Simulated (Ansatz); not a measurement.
```xyz
8

Al   -0.4008    1.8182   -0.8483
B     0.1832    0.0339   -0.0077
C     0.6967   -1.1979    0.4885
S     0.1316   -2.3066    1.7253
H     0.4704    2.4339   -2.0447
H    -1.7031    2.5711   -0.2974
H     1.6076   -1.5077   -0.0656
H     1.2345   -3.1055    1.7656
```

Level of theory: RKS PBE-D4/def2-SVP in Ansatz.

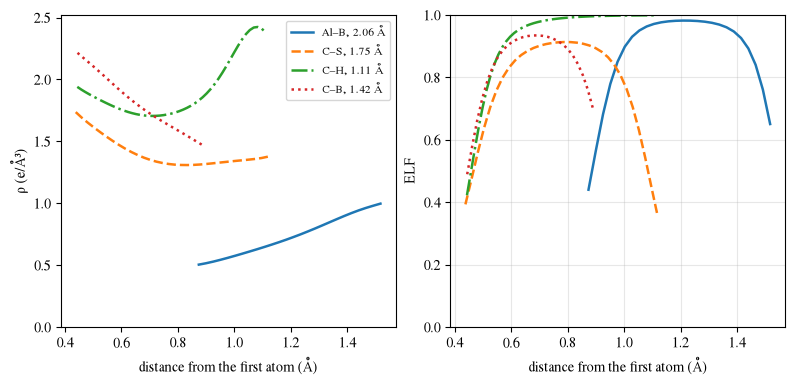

CH4AlBS (SMILES [AlH2][B]=CS). Electron density and ELF along straight lines between neighbouring atoms. The curves leave out the atomic cores.

Question: What kind of bonding do the profiles show?

Answer: Al–B (2.06 Å): ρ is about 0.59 e/Å³ halfway; the ELF peaks at about 1 between the atoms, as expected for localised, covalent bonding.
C–S (1.75 Å): ρ at the midpoint is about 1.3 e/Å³; the ELF peaks at about 0.90 between the atoms (a covalent bond).
C–H (1.11 Å): ρ is about 1.8 e/Å³ halfway; the ELF climbs to about 1 towards the hydrogen, as it does in any bond to H: a covalent bond by its length.
C–B (1.42 Å): the density is about 1.7 e/Å³ at the midpoint; the ELF peaks at about 0.95 between the atoms (a covalent bond).
